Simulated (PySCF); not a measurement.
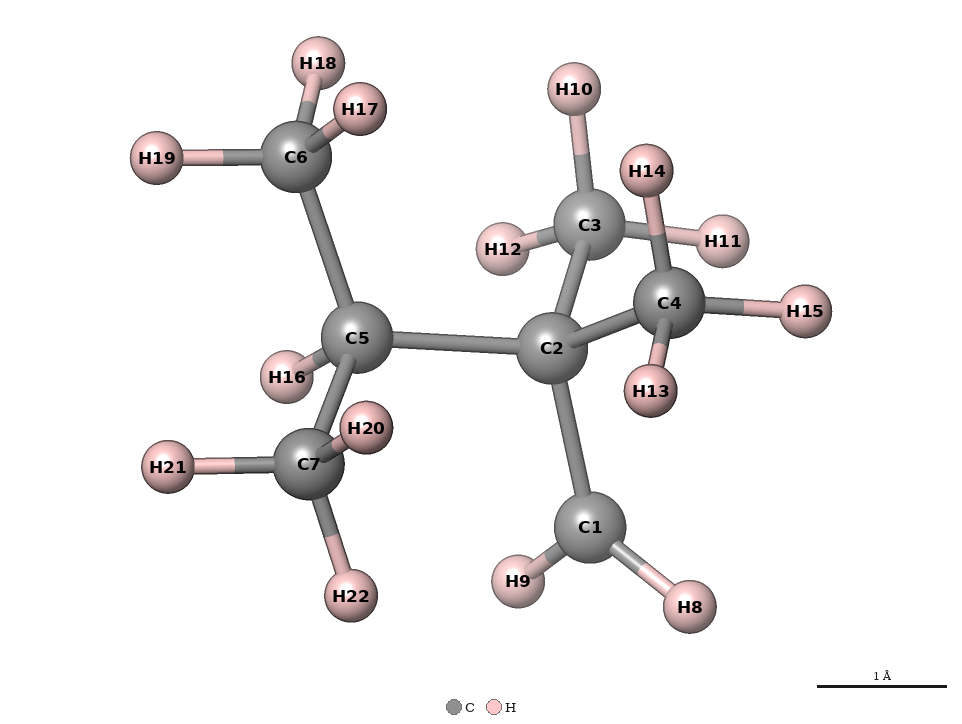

Orthographic view. Atoms fade into the background with distance from the viewer. State: neutral, doublet. The computed structure is the end point of a PBE0-D3(BJ)/def2-SVP optimisation. No frequency run is at hand to confirm it as a minimum.

Write the connection table.

C1: C2, H8, H9
C2: C1, C3, C4, C5
C3: C2, H10, H11, H12
C4: C2, H13, H14, H15
C5: C2, C6, C7, H16
C6: C5, H17, H18, H19
C7: C5, H20, H21, H22
(terminal hydrogens appear only as neighbours)
